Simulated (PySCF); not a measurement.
Molecule: C4H9AlF2Si, SMILES [CH3][Al]([CH3])/[CH]=C/[SiH](F)F. Atoms near the plane z = 0.6 Å, at the GFN2-xTB optimised geometry (x, y, z in Å): Si1 (-0.9, -3.0, 0.1), F2 (0.3, -4.0, 0.4), F3 (-1.8, -3.2, 1.4), C4 (-0.3, -1.2, 0.0), C5 (-1.0, -0.1, 0.0), Al6 (-0.1, 1.7, 0.0), C7 (1.9, 1.7, 0.0), C8 (-1.2, 3.3, 0.0), H10 (0.8, -1.1, 0.0), H11 (-2.1, -0.3, 0.0), H12 (2.3, 2.7, 0.0), H13 (2.3, 1.2, 0.9), H16 (-2.3, 3.1, 0.0), H17 (-1.0, 4.0, 0.9).

Computed with B3LYP/def2-SVP run with PySCF. Cells within 0.4 Å of a nucleus heavier than hydrogen are left out (blank, or x). The values are rescaled to run from 0 to 1.

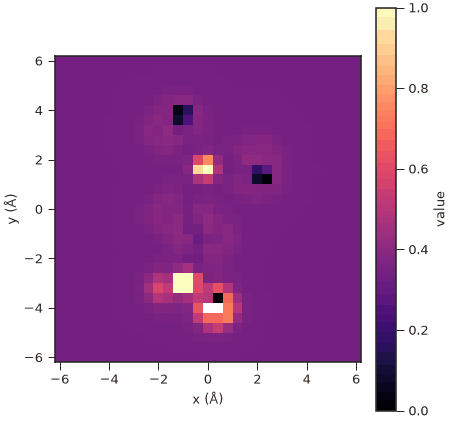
Figure. a field on the plane z = 0.6 Å.

Q: Which quantity is mapped?
A. an orbital amplitude
B. electron localisation function
C. electrostatic potential
D. Laplacian of the electron density

A: D, Laplacian of the electron density. In full: Laplacian of the electron density (e/bohr⁵), clipped to [-1.50, 1.50].
